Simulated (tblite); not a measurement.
# Polarizability calculation, with input and output: CH$_{3}$ClCrO$_{2}$

- system: CH$_{3}$ClCrO$_{2}$
- method: GFN1-xTB, R-SCC, ALPB solvent aniline (tblite 0.8.0)

The geometry was optimised with GFN1-xTB.

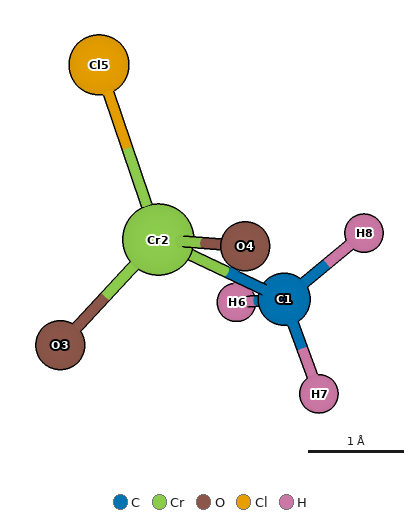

*The structure (ball-and-stick view, seen at a tilt; atoms are numbered from 1 in the order of the input). Sticks mark near contacts.*

### The input (calc.py)
```python
"""GFN1-xTB finite-field polarizability"""
import json
import numpy as np
from tblite.interface import Calculator
from tblite.library import ffi
from tblite.interface import symbols_to_numbers

symbols = list(map(str, np.loadtxt("geom.xyz", skiprows=2, usecols=0, dtype=str, ndmin=1)))
numbers = np.array(symbols_to_numbers(symbols))
positions = np.loadtxt("geom.xyz", skiprows=2, usecols=(1, 2, 3), ndmin=2) / 0.52917721

def dipole(field):
    tb = Calculator("GFN1-xTB", numbers, positions, charge=0, uhf=0)
    tb.set("verbosity", 0)
    tb.set("accuracy", 0.01)
    tb.add("alpb-solvation", "aniline")
    tb.add("electric-field", ffi.new("double[3]", list(field)))
    return tb.singlepoint()

F = 0.002  # field step, atomic units
sp = dipole([0.0, 0.0, 0.0])
alpha = np.array([(dipole(F * v).get('dipole') - dipole(-F * v).get('dipole')) / (2 * F) for v in np.eye(3)])
print(f"E = {sp.get('energy'):.8f} Eh")
print("polarizability tensor (bohr^3)")
for row in alpha:
    print("".join(f"{v:12.4f}" for v in row))
w = np.linalg.eigvalsh((alpha + alpha.T) / 2)
print("principal values", np.round(w, 3), " isotropic %.3f" % w.mean())
out = {k: np.asarray(sp.get(k)).tolist() for k in ("energy", "gradient", "charges", "dipole", "orbital-energies", "orbital-occupations")}
out.update(symbols=symbols, positions=(positions * 0.529177210903).tolist(), alpha=alpha.tolist())
json.dump(out, open("results.json", "w"))
```

### File geom.xyz
```
8
start geometry
C     -0.849435    -0.312425     0.469471
Cr     0.873207     0.221964    -0.480938
O      1.870644    -0.444593     0.457703
O      0.625320    -0.472793    -1.813651
Cl     0.942467     2.229145    -0.544247
H     -0.838411     0.093952     1.482264
H     -0.923861    -1.399146     0.517289
H     -1.699922     0.083895    -0.087900
```

Machine: 1 thread of Arm Neoverse V1, 24 GiB of memory available, shared host.

Launched with:
```bash
python calc.py
```

### The program's output
```
E = -19.21472762 Eh
polarizability tensor (bohr^3)
     75.3566     15.2784    -10.1571
     15.2752     92.1420     -8.8105
    -10.1565     -8.8119     62.8407
principal values [ 57.166  68.098 105.075]  isotropic 76.780
```

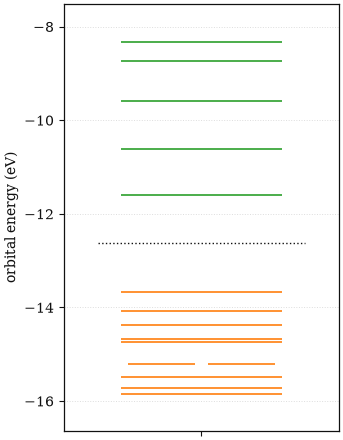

*Orbital energies near the frontier; the dotted line parts filled from empty levels, and levels within 0.02 eV of each other stand side by side.*

Highest filled −13.67 eV, lowest empty −11.59 eV, 2.08 eV apart.

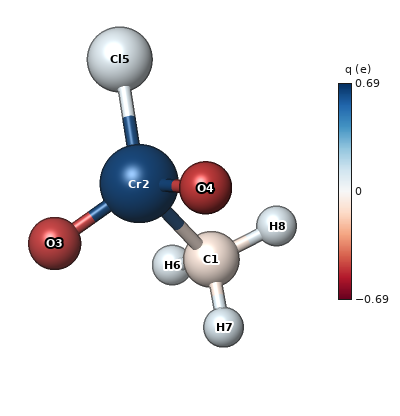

*Mulliken charges, as the colour of each atom (ball-and-stick view, seen at a tilt; atoms are numbered from 1 in the order of the input).*

By element: C −0.09, Cr +0.65, O −0.48, Cl +0.09 and H +0.10 to +0.11 e.

### Key numbers

- outcome: converged
- total energy: −19.214728 hartree
- basis functions: 36
- largest force: 0.004 eV/Å
- HOMO: −13.67 eV
- LUMO: −11.59 eV
- dipole moment: 6.09 D
- peak memory: 0.11 GiB
